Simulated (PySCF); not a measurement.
```yaml
atoms:
  - { symbol: C, position_ang: [-1.8868, -0.8046, -0.3989] }
  - { symbol: Si, position_ang: [-0.3073, -0.1692, 0.4251] }
  - { symbol: C, position_ang: [-0.0942, 1.7129, 0.2526] }
  - { symbol: N, position_ang: [0.9947, -0.9040, -0.4441] }
  - { symbol: N, position_ang: [2.3727, -0.6323, -0.2030] }
  - { symbol: H, position_ang: [-2.7581, -0.3186, 0.0262] }
  - { symbol: H, position_ang: [-1.8872, -0.6122, -1.4667] }
  - { symbol: H, position_ang: [-2.0059, -1.8734, -0.2548] }
  - { symbol: H, position_ang: [-0.3133, -0.4925, 1.8706] }
  - { symbol: H, position_ang: [-0.9289, 2.2441, 0.6999] }
  - { symbol: H, position_ang: [0.8090, 2.0600, 0.7477] }
  - { symbol: H, position_ang: [-0.0334, 2.0137, -0.7898] }
  - { symbol: H, position_ang: [0.9020, -1.8449, -0.7988] }
  - { symbol: H, position_ang: [2.5512, 0.3294, -0.4812] }
  - { symbol: H, position_ang: [2.5811, -0.7004, 0.7934] }
```

Geometry: GFN2-xTB.

Method: PySCF 2.14.0, CAM-B3LYP/def2-SVPD, SCF density, gas phase.

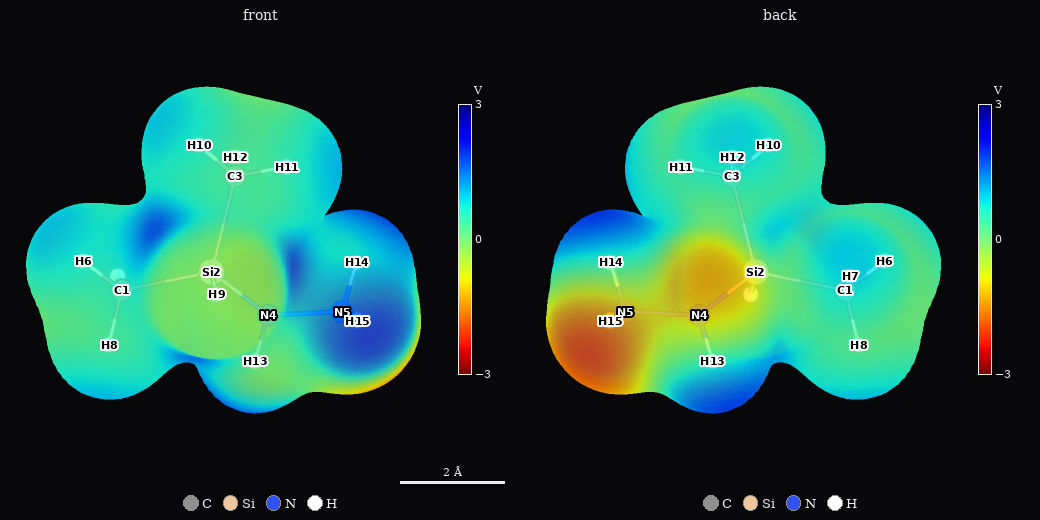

C$_{2}$H$_{10}$N$_{2}$Si (SMILES C[SiH](C)NN). The molecular electrostatic potential painted on the density surface at 0.004 e/bohr³, seen from the front and from behind; red is negative and blue positive.

### Describe the electrostatic potential map.

The most negative region (about −2.0 V) lies over N5, the most positive (about +1.9 V) over H13, H14 and H15. N5 is the likeliest acceptor of a hydrogen bond.
